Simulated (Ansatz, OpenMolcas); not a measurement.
**A ladder of methods for BH3S (SMILES BS)**

BH3S: 5 atoms, total charge 0, spin state singlet. As SMILES, `BS`. The shape is that of a PBE0-D4/def2-TZVP optimisation.

```xyz
5

B    -0.3921   -0.4210    0.0881
S     0.1617    1.2369   -0.1543
H    -1.5629   -0.5564    0.2642
H     0.3671   -1.3376    0.0742
H     1.4761    1.0044   -0.3136
```

Each level gives the energy change with the B1–S2 bond stretched from 1.765 to 4.412 Å (eV). The values are calculated.

```
                        level                    kind     program  value (eV)  less FCI/STO-3G  CPU time (all runs)
    SVWN5/STO-3G (restricted)                     LDA      Ansatz        8.68            +2.79                1.6 s
   r2SCAN/STO-3G (restricted)                meta-GGA      Ansatz        8.42            +2.53                7.8 s
  r2SCAN0/STO-3G (restricted)         hybrid meta-GGA      Ansatz        9.12            +3.23                4.9 s
CAM-B3LYP/STO-3G (restricted)  range-separated hybrid      Ansatz        9.40            +3.51                2.2 s
    HSE06/STO-3G (restricted)  range-separated hybrid      Ansatz        8.87            +2.98                2.7 s
     ACPF/STO-3G (restricted)   coupled cluster or CI  OpenMolcas       -2.56            -8.45                4.6 s
  BCCD(T)/STO-3G (restricted)   coupled cluster or CI      Ansatz        5.85            -0.04               0.35 s
                   FCI/STO-3G      exact in the basis      Ansatz        5.89             0.00                  3 s
```

FCI/STO-3G is exact within its basis and frozen core, so for wave-function methods in that basis the difference is their error; functionals converge differently with the basis, so for them it is only a difference. The first shape isn't each level's own minimum. The values span -2.56 to 9.40 eV. All rows use very small basis sets, so none should be taken for the real molecule's value. In so small a basis fixed costs decide the times, and correlated methods can beat functionals. CPU times are rough (shared hosts, several kinds of processor and program).

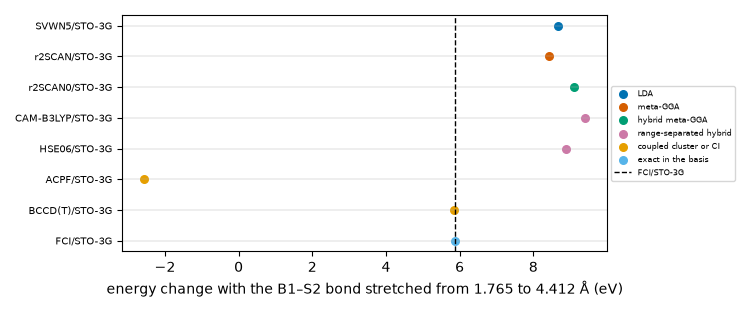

The values of the table, level by level.
